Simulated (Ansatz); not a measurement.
# SiHO2 (quartet): PBE, BLYP, r2SCAN, B97M-V, PBE0, B3LYP over vertical spin and charge gaps, def2-QZVPP, part 1 of 2

Aim: run SiHO2 (quartet) with these functionals over vertical spin and charge gaps, and hold them against the top wave-function level at the same points.

Method: def2-QZVPP, all electrons in the functionals; program: Ansatz 0.2.0, Gaussian basis.

To be run: PBE, BLYP, r2SCAN, B97M-V, PBE0, B3LYP, at charge 0, quartet; charge 0, doublet; charge 0, sextet; charge 1, triplet; charge 1, quintet.

3 further runs of the same task are left out: 1 that didn't finish, 2 set aside as unsound or not needed.

**1. The system**

The geometry is a PBE0/def2-TZVP stationary point (not a proven minimum).

4 atoms, charge 0, spin multiplicity 4.

Atoms are counted from 1 here; the program's logs count them from 0.

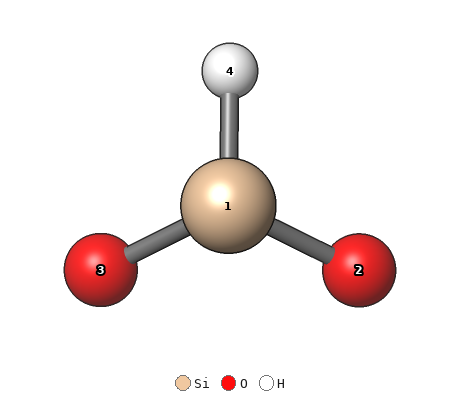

The geometry (silicon light orange, oxygen red, hydrogen white); atoms are numbered from 1 in the order of the file.

No dispersion term is added; B97M-V holds VV10 nonlocal correlation. B3LYP takes the VWN-RPA correlation.

The geometry shown and the zero of energy belong to the point charge 0, quartet. The yardstick, UCCSD(T), and other wave-function levels (R restricted, U unrestricted, valence and pair active spaces) come from earlier runs.

**2. PBE, charge 0, quartet**

in.yaml

```yaml
crystal:
  periodic: [false, false, false]
  atoms:
    - {symbol: Si, position_ang: [-0.131469, -0.484771, 0.000000]}
    - {symbol: O, position_ang: [0.080687, 0.468628, -1.360578]}
    - {symbol: O, position_ang: [0.080687, 0.468628, 1.360578]}
    - {symbol: H, position_ang: [1.101729, -1.369640, 0.000000]}
basis:
  gaussian: {orbitals: "def2-QZVPP.json"}
magnetization: {spin_polarized: true, initial_magnetization: 3}
hamiltonian: {xc: {name: PBE}}
output: {orbitals: {seedname: orbitals}}
```

Run with:

```console
> ansatz run in.yaml --threads 1 --pin off --events-out ev --progress --plain --max-ram 2393MiB
```

What it wrote, cut to the lines that bear on the results:

```text
Functional definition: PBE
  name "PBE"
  cite "Perdew, Burke & Ernzerhof, Phys. Rev. Lett. 77, 3865 (1996) doi:10.1103/PhysRevLett.77.3865"
  parent pbe
[...]
775 factors; their error is unknown
[...]
mean field -11978.12611461 eV, -440.1880156465 hartree, gradient 3.4e-6 eV, S^2 3.759810; 10 other end points of the search recorded, 0 dependent functions left out
reference -11978.12615429 eV, -440.1880171046 hartree; 17, 14 occupied and 197, 200 virtual orbitals, 775 factors
Total energy: -11978.12615429 eV, -440.1880171046 hartree
```

Wall time 35 s (1 thread of Arm Neoverse V2, shared host); peak memory 0.5 GiB.

From the report: ⟨S²⟩ of the determinant 3.760 (pure quartet: 3.75).

**3. PBE, charge 0, doublet**

Changes to in.yaml since step 2:

```diff
@@ -9,3 +9,3 @@
   gaussian: {orbitals: "def2-QZVPP.json"}
-magnetization: {spin_polarized: true, initial_magnetization: 3}
+magnetization: {spin_polarized: true, initial_magnetization: 1}
 hamiltonian: {xc: {name: PBE}}
```

Launched as before.

What it wrote, cut to the lines that bear on the results:

```text
Functional definition: PBE
  name "PBE"
  cite "Perdew, Burke & Ernzerhof, Phys. Rev. Lett. 77, 3865 (1996) doi:10.1103/PhysRevLett.77.3865"
  parent pbe
[...]
775 factors; their error is unknown
[...]
mean field -11980.02996564 eV, -440.2579808814 hartree, gradient 1.3e-5 eV, S^2 0.762826; 9 other end points of the search recorded, 0 dependent functions left out
reference -11980.03000331 eV, -440.2579822655 hartree; 16, 15 occupied and 198, 199 virtual orbitals, 775 factors
Total energy: -11980.03000331 eV, -440.2579822655 hartree
```

Run time: 30 s. Hardware: 1 thread of Arm Neoverse V2, shared host; peak memory 0.46 GiB.

From the report: ⟨S²⟩ of the determinant 0.763 (pure doublet: 0.75).

From charge 0, quartet: -1.904 eV.

**4. PBE, charge 0, sextet**

Changes to in.yaml since step 3:

```diff
@@ -9,3 +9,3 @@
   gaussian: {orbitals: "def2-QZVPP.json"}
-magnetization: {spin_polarized: true, initial_magnetization: 1}
+magnetization: {spin_polarized: true, initial_magnetization: 5}
 hamiltonian: {xc: {name: PBE}}
```

The command is unchanged.

What it wrote, cut to the lines that bear on the results:

```text
Functional definition: PBE
  name "PBE"
  cite "Perdew, Burke & Ernzerhof, Phys. Rev. Lett. 77, 3865 (1996) doi:10.1103/PhysRevLett.77.3865"
  parent pbe
[...]
775 factors; their error is unknown
[...]
mean field -11970.86372943 eV, -439.9211279136 hartree, gradient 8.7e-6 eV, S^2 8.763205; 10 other end points of the search recorded, 0 dependent functions left out
reference -11970.86377544 eV, -439.9211296044 hartree; 18, 13 occupied and 196, 201 virtual orbitals, 775 factors
Total energy: -11970.86377544 eV, -439.9211296044 hartree
```

It took 50 s on 1 thread of Arm Neoverse V2, shared host; peak memory 0.53 GiB.

From the report: ⟨S²⟩ of the determinant 8.763 (pure sextet: 8.75).

From charge 0, quartet: +7.262 eV.

**5. PBE, charge 1, triplet**

Changes to in.yaml since step 4:

```diff
@@ -9,3 +9,4 @@
   gaussian: {orbitals: "def2-QZVPP.json"}
-magnetization: {spin_polarized: true, initial_magnetization: 5}
+total_charge: 1
+magnetization: {spin_polarized: true, initial_magnetization: 2}
 hamiltonian: {xc: {name: PBE}}
```

Same command.

What it wrote, cut to the lines that bear on the results:

```text
Functional definition: PBE
  name "PBE"
  cite "Perdew, Burke & Ernzerhof, Phys. Rev. Lett. 77, 3865 (1996) doi:10.1103/PhysRevLett.77.3865"
  parent pbe
[...]
775 factors; their error is unknown
[...]
mean field -11968.99860506 eV, -439.8525858572 hartree, gradient 1.3e-6 eV, S^2 2.014686; 7 other end points of the search recorded, 0 dependent functions left out
reference -11968.99863751 eV, -439.8525870498 hartree; 16, 14 occupied and 198, 200 virtual orbitals, 775 factors
Total energy: -11968.99863751 eV, -439.8525870498 hartree
```

It took 27 s on 1 thread of Arm Neoverse V2, shared host; peak memory 0.49 GiB.

From the report: ⟨S²⟩ of the determinant 2.015 (pure triplet: 2.00).

From charge 0, quartet: +9.128 eV.

**6. PBE, charge 1, quintet**

Changes to in.yaml since step 5:

```diff
@@ -10,3 +10,3 @@
 total_charge: 1
-magnetization: {spin_polarized: true, initial_magnetization: 2}
+magnetization: {spin_polarized: true, initial_magnetization: 4}
 hamiltonian: {xc: {name: PBE}}
```

The command is unchanged.

What it wrote, cut to the lines that bear on the results:

```text
Functional definition: PBE
  name "PBE"
  cite "Perdew, Burke & Ernzerhof, Phys. Rev. Lett. 77, 3865 (1996) doi:10.1103/PhysRevLett.77.3865"
  parent pbe
[...]
775 factors; their error is unknown
[...]
mean field -11966.47024276 eV, -439.7596702567 hartree, gradient 1.3e-5 eV, S^2 6.014288; 8 other end points of the search recorded, 0 dependent functions left out
reference -11966.47027911 eV, -439.7596715924 hartree; 17, 13 occupied and 197, 201 virtual orbitals, 775 factors
Total energy: -11966.47027911 eV, -439.7596715924 hartree
```

Wall time 25 s (1 thread of Arm Neoverse V2, shared host); peak memory 0.45 GiB.

From the report: ⟨S²⟩ of the determinant 6.014 (pure quintet: 6.00).

From charge 0, quartet: +11.656 eV.

**7. BLYP, charge 0, quartet**

Changes to in.yaml since step 6:

```diff
@@ -9,5 +9,3 @@
   gaussian: {orbitals: "def2-QZVPP.json"}
-total_charge: 1
-magnetization: {spin_polarized: true, initial_magnetization: 4}
-hamiltonian: {xc: {name: PBE}}
-output: {orbitals: {seedname: orbitals}}
+magnetization: {spin_polarized: true, initial_magnetization: 3}
+hamiltonian: {xc: {name: BLYP}}
```

Same command.

What it wrote, cut to the lines that bear on the results:

```text
Functional definition: BLYP
  name "BLYP"
  cite "Becke, Phys. Rev. A 38, 3098 (1988) doi:10.1103/PhysRevA.38.3098"
  cite "Lee, Yang & Parr, Phys. Rev. B 37, 785 (1988) doi:10.1103/PhysRevB.37.785"
[...]
775 factors; their error is unknown
[...]
mean field -11986.21859441 eV, -440.4854087938 hartree, gradient 9.2e-7 eV, S^2 3.760449; 10 other end points of the search recorded, 0 dependent functions left out
reference -11986.21889506 eV, -440.4854198424 hartree; 17, 14 occupied and 197, 200 virtual orbitals, 775 factors
Total energy: -11986.21889506 eV, -440.4854198424 hartree
```

Wall time 37 s (1 thread of Arm Neoverse V2, shared host); peak memory 0.5 GiB.

From the report: ⟨S²⟩ of the determinant 3.760 (pure quartet: 3.75).

**8. BLYP, charge 0, doublet**

Changes to in.yaml since step 7:

```diff
@@ -9,3 +9,3 @@
   gaussian: {orbitals: "def2-QZVPP.json"}
-magnetization: {spin_polarized: true, initial_magnetization: 3}
+magnetization: {spin_polarized: true, initial_magnetization: 1}
 hamiltonian: {xc: {name: BLYP}}
```

Same command.

What it wrote, cut to the lines that bear on the results:

```text
Functional definition: BLYP
  name "BLYP"
  cite "Becke, Phys. Rev. A 38, 3098 (1988) doi:10.1103/PhysRevA.38.3098"
  cite "Lee, Yang & Parr, Phys. Rev. B 37, 785 (1988) doi:10.1103/PhysRevB.37.785"
[...]
775 factors; their error is unknown
[...]
mean field -11988.15296258 eV, -440.5564955130 hartree, gradient 8.8e-6 eV, S^2 0.762485; 10 other end points of the search recorded, 0 dependent functions left out
reference -11988.15325706 eV, -440.5565063350 hartree; 16, 15 occupied and 198, 199 virtual orbitals, 775 factors
Total energy: -11988.15325706 eV, -440.5565063350 hartree
```

It took 30 s on 1 thread of Arm Neoverse V2, shared host; peak memory 0.46 GiB.

From the report: ⟨S²⟩ of the determinant 0.762 (pure doublet: 0.75).

From charge 0, quartet: -1.934 eV.

**9. BLYP, charge 0, sextet**

Changes to in.yaml since step 8:

```diff
@@ -9,3 +9,3 @@
   gaussian: {orbitals: "def2-QZVPP.json"}
-magnetization: {spin_polarized: true, initial_magnetization: 1}
+magnetization: {spin_polarized: true, initial_magnetization: 5}
 hamiltonian: {xc: {name: BLYP}}
```

Same command.

What it wrote, cut to the lines that bear on the results:

```text
Functional definition: BLYP
  name "BLYP"
  cite "Becke, Phys. Rev. A 38, 3098 (1988) doi:10.1103/PhysRevA.38.3098"
  cite "Lee, Yang & Parr, Phys. Rev. B 37, 785 (1988) doi:10.1103/PhysRevB.37.785"
[...]
775 factors; their error is unknown
[...]
mean field -11978.79539578 eV, -440.2126112759 hartree, gradient 5.7e-6 eV, S^2 8.763405; 19 other end points of the search recorded, 0 dependent functions left out
reference -11978.79569025 eV, -440.2126220972 hartree; 18, 13 occupied and 196, 201 virtual orbitals, 775 factors
Total energy: -11978.79569025 eV, -440.2126220972 hartree
```

Run time: 65 s. Hardware: 1 thread of Arm Neoverse V2, shared host; peak memory 0.53 GiB.

From the report: ⟨S²⟩ of the determinant 8.763 (pure sextet: 8.75).

From charge 0, quartet: +7.423 eV.

**10. BLYP, charge 1, triplet**

Changes to in.yaml since step 9:

```diff
@@ -9,3 +9,4 @@
   gaussian: {orbitals: "def2-QZVPP.json"}
-magnetization: {spin_polarized: true, initial_magnetization: 5}
+total_charge: 1
+magnetization: {spin_polarized: true, initial_magnetization: 2}
 hamiltonian: {xc: {name: BLYP}}
```

Launched as before.

What it wrote, cut to the lines that bear on the results:

```text
Functional definition: BLYP
  name "BLYP"
  cite "Becke, Phys. Rev. A 38, 3098 (1988) doi:10.1103/PhysRevA.38.3098"
  cite "Lee, Yang & Parr, Phys. Rev. B 37, 785 (1988) doi:10.1103/PhysRevB.37.785"
[...]
775 factors; their error is unknown
[...]
mean field -11977.19739948 eV, -440.1538859948 hartree, gradient 3.4e-6 eV, S^2 2.013996; 7 other end points of the search recorded, 0 dependent functions left out
reference -11977.19766165 eV, -440.1538956297 hartree; 16, 14 occupied and 198, 200 virtual orbitals, 775 factors
Total energy: -11977.19766165 eV, -440.1538956297 hartree
```

It took 25 s on 1 thread of Arm Neoverse V2, shared host; peak memory 0.49 GiB.

From the report: ⟨S²⟩ of the determinant 2.014 (pure triplet: 2.00).

From charge 0, quartet: +9.021 eV.

**11. BLYP, charge 1, quintet**

Changes to in.yaml since step 10:

```diff
@@ -10,3 +10,3 @@
 total_charge: 1
-magnetization: {spin_polarized: true, initial_magnetization: 2}
+magnetization: {spin_polarized: true, initial_magnetization: 4}
 hamiltonian: {xc: {name: BLYP}}
```

Launched as before.

What it wrote, cut to the lines that bear on the results:

```text
Functional definition: BLYP
  name "BLYP"
  cite "Becke, Phys. Rev. A 38, 3098 (1988) doi:10.1103/PhysRevA.38.3098"
  cite "Lee, Yang & Parr, Phys. Rev. B 37, 785 (1988) doi:10.1103/PhysRevB.37.785"
[...]
775 factors; their error is unknown
[...]
mean field -11974.64125870 eV, -440.0599495540 hartree, gradient 1.1e-5 eV, S^2 6.015301; 9 other end points of the search recorded, 0 dependent functions left out
reference -11974.64152548 eV, -440.0599593578 hartree; 17, 13 occupied and 197, 201 virtual orbitals, 775 factors
Total energy: -11974.64152548 eV, -440.0599593578 hartree
```

It took 28 s on 1 thread of Arm Neoverse V2, shared host; peak memory 0.46 GiB.

From the report: ⟨S²⟩ of the determinant 6.015 (pure quintet: 6.00).

From charge 0, quartet: +11.577 eV.

**12. r2SCAN, charge 0, quartet**

Changes to in.yaml since step 11:

```diff
@@ -9,4 +9,3 @@
   gaussian: {orbitals: "def2-QZVPP.json"}
-total_charge: 1
-magnetization: {spin_polarized: true, initial_magnetization: 4}
-hamiltonian: {xc: {name: BLYP}}
+magnetization: {spin_polarized: true, initial_magnetization: 3}
+hamiltonian: {xc: {name: r2SCAN}}
```

The command is unchanged.

What it wrote, cut to the lines that bear on the results:

```text
Functional definition: r2SCAN
  name "r2SCAN"
  cite "Furness, Kaplan, Ning, Perdew & Sun, J. Phys. Chem. Lett. 11, 8208 (2020) doi:10.1021/acs.jpclett.0c02405"
  cite "Furness, Kaplan, Ning, Perdew & Sun, J. Phys. Chem. Lett. 11, 9248 (2020) doi:10.1021/acs.jpclett.0c03077"
  parent r2scan
[...]
775 factors; their error is unknown
[...]
mean field -11983.83174425 eV, -440.3976936683 hartree, gradient 5.6e-6 eV, S^2 3.766738; 8 other end points of the search recorded, 0 dependent functions left out
reference -11983.83175866 eV, -440.3976941978 hartree; 17, 14 occupied and 197, 200 virtual orbitals, 775 factors
Total energy: -11983.83175866 eV, -440.3976941978 hartree
```

Run time: 55 s. Hardware: 1 thread of Arm Neoverse V2, shared host; peak memory 0.5 GiB.

From the report: ⟨S²⟩ of the determinant 3.767 (pure quartet: 3.75).

**13. r2SCAN, charge 0, doublet**

Changes to in.yaml since step 12:

```diff
@@ -9,3 +9,3 @@
   gaussian: {orbitals: "def2-QZVPP.json"}
-magnetization: {spin_polarized: true, initial_magnetization: 3}
+magnetization: {spin_polarized: true, initial_magnetization: 1}
 hamiltonian: {xc: {name: r2SCAN}}
```

Launched as before.

What it wrote, cut to the lines that bear on the results:

```text
Functional definition: r2SCAN
  name "r2SCAN"
  cite "Furness, Kaplan, Ning, Perdew & Sun, J. Phys. Chem. Lett. 11, 8208 (2020) doi:10.1021/acs.jpclett.0c02405"
  cite "Furness, Kaplan, Ning, Perdew & Sun, J. Phys. Chem. Lett. 11, 9248 (2020) doi:10.1021/acs.jpclett.0c03077"
  parent r2scan
[...]
775 factors; their error is unknown
[...]
mean field -11985.22594404 eV, -440.4489295654 hartree, gradient 3.7e-6 eV, S^2 0.804469; 10 other end points of the search recorded, 0 dependent functions left out
reference -11985.22595733 eV, -440.4489300541 hartree; 16, 15 occupied and 198, 199 virtual orbitals, 775 factors
Total energy: -11985.22595733 eV, -440.4489300541 hartree
```

Wall time 68 s (1 thread of Arm Neoverse V2, shared host); peak memory 0.5 GiB.

From the report: ⟨S²⟩ of the determinant 0.804 (pure doublet: 0.75).

From charge 0, quartet: -1.394 eV.

**14. r2SCAN, charge 0, sextet**

Changes to in.yaml since step 13:

```diff
@@ -9,3 +9,3 @@
   gaussian: {orbitals: "def2-QZVPP.json"}
-magnetization: {spin_polarized: true, initial_magnetization: 1}
+magnetization: {spin_polarized: true, initial_magnetization: 5}
 hamiltonian: {xc: {name: r2SCAN}}
```

Launched as before.

What it wrote, cut to the lines that bear on the results:

```text
Functional definition: r2SCAN
  name "r2SCAN"
  cite "Furness, Kaplan, Ning, Perdew & Sun, J. Phys. Chem. Lett. 11, 8208 (2020) doi:10.1021/acs.jpclett.0c02405"
  cite "Furness, Kaplan, Ning, Perdew & Sun, J. Phys. Chem. Lett. 11, 9248 (2020) doi:10.1021/acs.jpclett.0c03077"
  parent r2scan
[...]
775 factors; their error is unknown
[...]
mean field -11976.35910961 eV, -440.1230794103 hartree, gradient 8.5e-6 eV, S^2 8.774859; 19 other end points of the search recorded, 0 dependent functions left out
reference -11976.35912731 eV, -440.1230800608 hartree; 18, 13 occupied and 196, 201 virtual orbitals, 775 factors
Total energy: -11976.35912731 eV, -440.1230800608 hartree
```

Wall time 2.3 min (1 thread of Arm Neoverse V2, shared host); peak memory 0.57 GiB.

From the report: ⟨S²⟩ of the determinant 8.775 (pure sextet: 8.75).

From charge 0, quartet: +7.473 eV.

**15. r2SCAN, charge 1, triplet**

Changes to in.yaml since step 14:

```diff
@@ -9,3 +9,4 @@
   gaussian: {orbitals: "def2-QZVPP.json"}
-magnetization: {spin_polarized: true, initial_magnetization: 5}
+total_charge: 1
+magnetization: {spin_polarized: true, initial_magnetization: 2}
 hamiltonian: {xc: {name: r2SCAN}}
```

The command is unchanged.

What it wrote, cut to the lines that bear on the results:

```text
Functional definition: r2SCAN
  name "r2SCAN"
  cite "Furness, Kaplan, Ning, Perdew & Sun, J. Phys. Chem. Lett. 11, 8208 (2020) doi:10.1021/acs.jpclett.0c02405"
  cite "Furness, Kaplan, Ning, Perdew & Sun, J. Phys. Chem. Lett. 11, 9248 (2020) doi:10.1021/acs.jpclett.0c03077"
  parent r2scan
[...]
775 factors; their error is unknown
[...]
mean field -11974.49526948 eV, -440.0545845490 hartree, gradient 1.3e-6 eV, S^2 2.025403; 7 other end points of the search recorded, 0 dependent functions left out
reference -11974.49528060 eV, -440.0545849577 hartree; 16, 14 occupied and 198, 200 virtual orbitals, 775 factors
Total energy: -11974.49528060 eV, -440.0545849577 hartree
```

Run time: 46 s. Hardware: 1 thread of Arm Neoverse V2, shared host; peak memory 0.49 GiB.

From the report: ⟨S²⟩ of the determinant 2.025 (pure triplet: 2.00).

From charge 0, quartet: +9.336 eV.

**16. r2SCAN, charge 1, quintet**

Changes to in.yaml since step 15:

```diff
@@ -10,3 +10,3 @@
 total_charge: 1
-magnetization: {spin_polarized: true, initial_magnetization: 2}
+magnetization: {spin_polarized: true, initial_magnetization: 4}
 hamiltonian: {xc: {name: r2SCAN}}
```

The command is unchanged.

What it wrote, cut to the lines that bear on the results:

```text
Functional definition: r2SCAN
  name "r2SCAN"
  cite "Furness, Kaplan, Ning, Perdew & Sun, J. Phys. Chem. Lett. 11, 8208 (2020) doi:10.1021/acs.jpclett.0c02405"
  cite "Furness, Kaplan, Ning, Perdew & Sun, J. Phys. Chem. Lett. 11, 9248 (2020) doi:10.1021/acs.jpclett.0c03077"
  parent r2scan
[...]
775 factors; their error is unknown
[...]
mean field -11972.03131081 eV, -439.9640357380 hartree, gradient 5.0e-6 eV, S^2 6.029298; 9 other end points of the search recorded, 0 dependent functions left out
reference -11972.03132385 eV, -439.9640362173 hartree; 17, 13 occupied and 197, 201 virtual orbitals, 775 factors
Total energy: -11972.03132385 eV, -439.9640362173 hartree
```

It took 55 s on 1 thread of Arm Neoverse V2, shared host; peak memory 0.49 GiB.

From the report: ⟨S²⟩ of the determinant 6.029 (pure quintet: 6.00).

From charge 0, quartet: +11.800 eV.

**17. B97M-V, charge 0, quartet**

Changes to in.yaml since step 16:

```diff
@@ -9,4 +9,3 @@
   gaussian: {orbitals: "def2-QZVPP.json"}
-total_charge: 1
-magnetization: {spin_polarized: true, initial_magnetization: 4}
-hamiltonian: {xc: {name: r2SCAN}}
+magnetization: {spin_polarized: true, initial_magnetization: 3}
+hamiltonian: {xc: {name: B97M-V}}
```

The command is unchanged.

What it wrote, cut to the lines that bear on the results:

```text
Functional definition: B97M-V
  name "B97M-V"
  cite "Mardirossian & Head-Gordon, J. Chem. Phys. 142, 074111 (2015) doi:10.1063/1.4907719"
  cite "Becke, J. Chem. Phys. 107, 8554 (1997) doi:10.1063/1.475007"
  cite "Vydrov & Van Voorhis, J. Chem. Phys. 133, 244103 (2010) doi:10.1063/1.3521275"
  # Of w^i u^j: cxij and so on, Table III.
[...]
  gx(w, u) = cx00 + cx01*u + cx02*u^2 + (cx10 + cx11*u)*w
[...]
  gos(w, u) = cos00 + cos01*u + cos03*u^3 + cos10*w + cos32*w^3*u^2
[...]
      + integral(e_c_pw_mod_opposite_spin*gos(b97_w_opposite, b97_u_opposite)) + vv10(b, c)
775 factors; their error is unknown
[...]
mean field -11983.01571931 eV, -440.3677053048 hartree, gradient 1.2e-6 eV, S^2 3.762557; 7 other end points of the search recorded, 0 dependent functions left out
reference -11983.01577561 eV, -440.3677073740 hartree; 17, 14 occupied and 197, 200 virtual orbitals, 775 factors
Total energy: -11983.01577561 eV, -440.3677073740 hartree
```

Run time: 84 s. Hardware: 1 thread of Arm Neoverse V2, shared host; peak memory 0.56 GiB.

From the report: ⟨S²⟩ of the determinant 3.763 (pure quartet: 3.75).

**18. B97M-V, charge 0, doublet**

Changes to in.yaml since step 17:

```diff
@@ -9,3 +9,3 @@
   gaussian: {orbitals: "def2-QZVPP.json"}
-magnetization: {spin_polarized: true, initial_magnetization: 3}
+magnetization: {spin_polarized: true, initial_magnetization: 1}
 hamiltonian: {xc: {name: B97M-V}}
```

Launched as before.

What it wrote, cut to the lines that bear on the results:

```text
Functional definition: B97M-V
  name "B97M-V"
  cite "Mardirossian & Head-Gordon, J. Chem. Phys. 142, 074111 (2015) doi:10.1063/1.4907719"
  cite "Becke, J. Chem. Phys. 107, 8554 (1997) doi:10.1063/1.475007"
  cite "Vydrov & Van Voorhis, J. Chem. Phys. 133, 244103 (2010) doi:10.1063/1.3521275"
  # Of w^i u^j: cxij and so on, Table III.
[...]
  gx(w, u) = cx00 + cx01*u + cx02*u^2 + (cx10 + cx11*u)*w
[...]
  gos(w, u) = cos00 + cos01*u + cos03*u^3 + cos10*w + cos32*w^3*u^2
[...]
      + integral(e_c_pw_mod_opposite_spin*gos(b97_w_opposite, b97_u_opposite)) + vv10(b, c)
775 factors; their error is unknown
[...]
mean field -11984.42583776 eV, -440.4195262020 hartree, gradient 9.5e-6 eV, S^2 0.869027; 8 other end points of the search recorded, 0 dependent functions left out
reference -11984.42589194 eV, -440.4195281933 hartree; 16, 15 occupied and 198, 199 virtual orbitals, 775 factors
Total energy: -11984.42589194 eV, -440.4195281933 hartree
```

It took 1.7 min on 1 thread of Arm Neoverse V2, shared host; peak memory 0.57 GiB.

From the report: ⟨S²⟩ of the determinant 0.869 (pure doublet: 0.75).

From charge 0, quartet: -1.410 eV.

(Continued in part 2 of 2.)
